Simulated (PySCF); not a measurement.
```xyz
2

Li    0.0000    0.0000   -0.2012
H     0.0000    0.0000    1.4008
```

Theory: PySCF 2.14.0, PBE0/pcseg-1, non-relativistic, at a bond length of 1.602 Å.

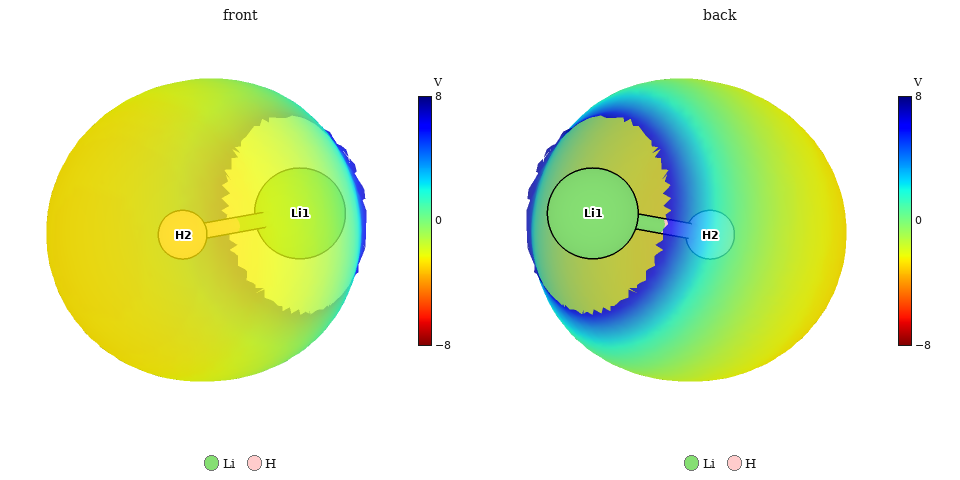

LiH. The molecular electrostatic potential painted on the density surface at 0.004 e/bohr³, seen from the front and from behind; red is negative and blue positive.

Which sites attract a positive test charge, and which a negative one?

A positive charge is drawn to the negative regions and a negative charge to the positive ones. The most negative region (about −2.7 V) lies over H2, the most positive (about +6.6 V) over Li1.
